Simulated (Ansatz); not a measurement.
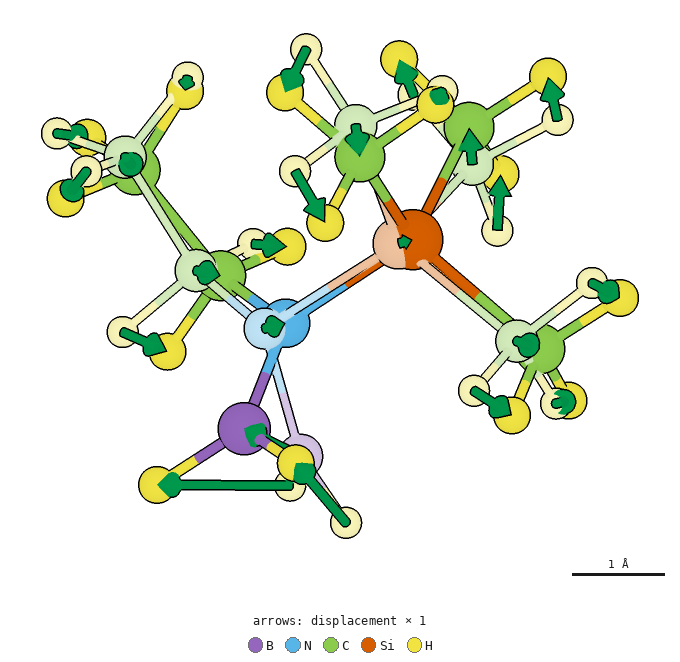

A relaxation of C$_{5}$H$_{16}$BNSi (coarse preliminary run). The starting structure is drawn faded, the final one solid; green arrows show the displacements, at their true length. The two geometries are superimposed by the best rigid fit.

The picture is a ball-and-stick view, seen at a tilt.

The start comes from a force field.

Theory: RKS PBE-D4/def2-SVP in Ansatz 0.2.0. Set-up: force threshold 0.03 eV/Å; at most 200 steps.

Q: Which element moves most?

A: Hydrogen: up to 2.12 Å, against 1.10 Å for boron.

Q: Describe the change and its energy.

A: An H atom moves most after the best rigid fit: 2.12 Å. Largest moves by element: H 2.12 Å, B 1.10 Å, C 0.58 Å, N 0.32 Å, Si 0.16 Å. Some distances before and after: B–N 1.516 → 1.405 Å, C–H 1.010 → 1.109 Å, B–H 1.165 → 1.221 Å, C–C 1.583 → 1.530 Å. Bond angles that change, for instance: B–N–C 108.8° → 120.6°, B–N–Si 110.0° → 119.0°, C–C–H 103.4° → 110.8°. Over 18 accepted moves (19 points after the start) the energy falls by 1.410 eV. Largest force component: 6.6 eV/Å at the start, 0.01 eV/Å at the end. The line search rejected the trial step at point 18 of the run. The run took about 22 s of wall time on a shared GPU.
